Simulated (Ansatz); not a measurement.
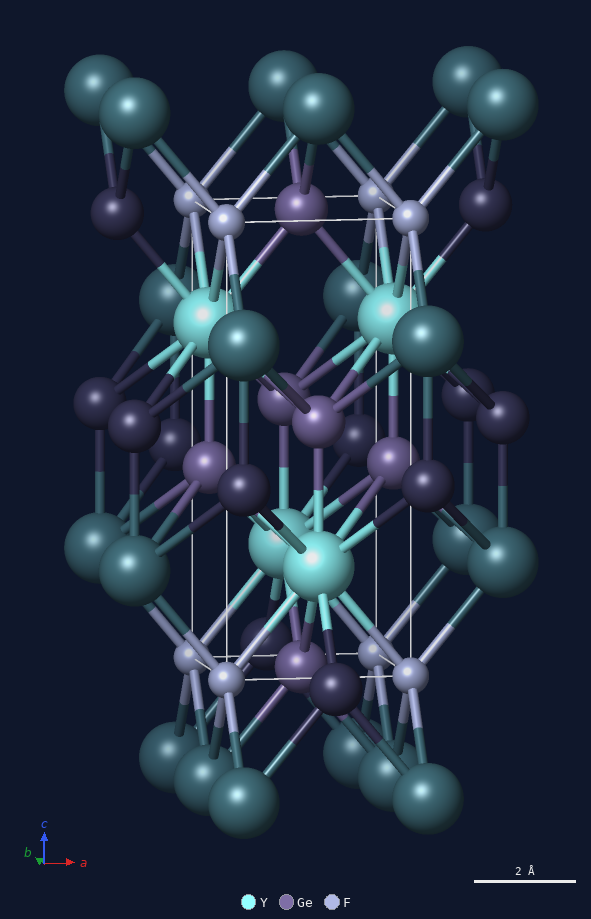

We look at a ball-and-stick model of the crystal slightly off an axis. Atoms at the boundary of the simulation cell (the box) are drawn once for each face, edge or corner they touch. Bonds that leave the box are completed with the atoms at their other ends, in fainter colours.

```xyz
6
Lattice="3.7292 0.0000 0.0000 0.0000 3.7292 0.0000 0.0000 0.0000 9.1791" Properties=species:S:1:pos:R:3 pbc="T T T"
Y     3.7292    1.8646    6.9407
Y     1.8646    3.7292    2.2384
Ge    1.8646    1.8646    0.0000
Ge    3.7292    1.8646    4.0434
Ge    1.8646    3.7292    5.1357
F     0.0000    3.7292    0.0000
```

Run with DFT PBE, scalar-relativistic, plane waves, PAW in Ansatz and these settings: wavefunction cutoff 420 eV, a 10×10×4 sampling of the Brillouin zone, Gaussian smearing of 0.1 eV, no spin polarisation.

How are the electrons shared out in a Bader analysis?

Y +1.49 e; Ge -0.81 to -0.50 e; F -0.85 e.

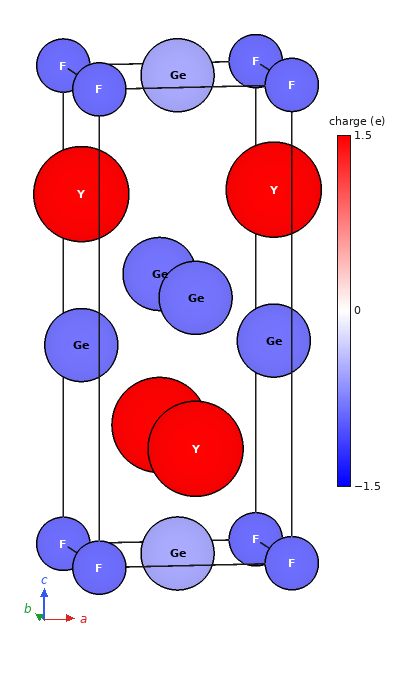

The atoms coloured by those charges.

The cell started as a structure type filled with these elements by a generator (whether the compound takes this form wasn't checked). Earlier steps of the study, as a rule a relaxation of our own, may have changed the cell and positions, so they can lie some per cent off the listed ones. It was the input of a calculation with Ansatz.
